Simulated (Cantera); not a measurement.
Input: 1 mol MgO, 14 mol HBr, 0.13 mol O2, equilibrated at 525 °C.

Equilibrium computed with Cantera from the NASA thermochemical tables; the gas is ideal and each condensed phase is pure. Candidate condensed phases: Br2, H2O, Mg, MgBr2, MgO, Mg(OH)2; 20 gas species. Kinetics and transport are ignored.

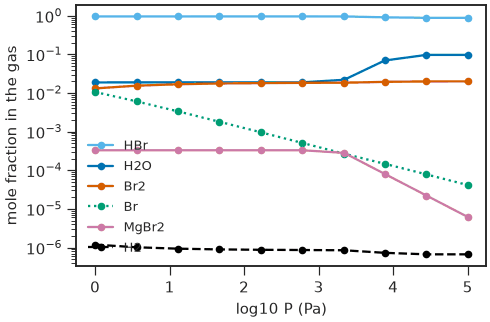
Fig. 1. Equilibrium gas composition (values under 1e-9 drawn at 1e-9)

Question: Read off the mole fractions at 46.0 Pa.

Answer: HBr about 0.96, H2O about 0.019, Br2 about 0.018, Br about 0.0018, MgBr2 about 0.00033, H2 about 8.9e-7.
